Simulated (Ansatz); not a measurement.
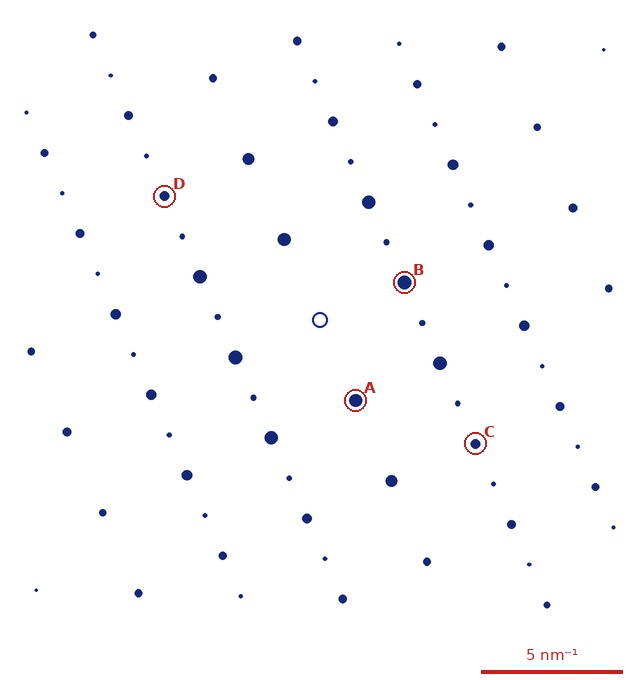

Simulated selected-area electron diffraction pattern (200 kV, kinematic approximation, thin crystal, B = 0.5 Å² for all atoms). The zone axis points towards the electron source and the pattern is seen from the source side.

Crystal: BiN, space group P6_3/mmc (No. 194), a = 3.517 Å, c = 6.375 Å (hexagonal axes). Structure: coordinates from a relaxation at fixed volume with DFT PBEsol, scalar-relativistic, plane waves, PAW (Ansatz 0.2.0); the starting structure was generated, so it need not be a known form of this composition.

```
Bi N
1.0
     3.51734    0.00000    0.00000
    -1.75867    3.04611    0.00000
     0.00000    0.00000    6.37529
Bi N
2 2
Direct
  0.00000 0.00000 0.00000
  0.00000 0.00000 0.50000
  0.33333 0.66667 0.25000
  0.66667 0.33333 0.75000
```

Spot A is indexed 0 0 -2 and spot B 0 1 0.

Q: Give hkl for C, D.

A: C = 2A + B = 0 1 -4 (d = 1.412 Å). D = −2A − B = 0 -1 4 (d = 1.412 Å).

Q: Give [uvw].

A: The cross product of A and B is parallel to [100]; every spot obeys hu + kv + lw = 0.
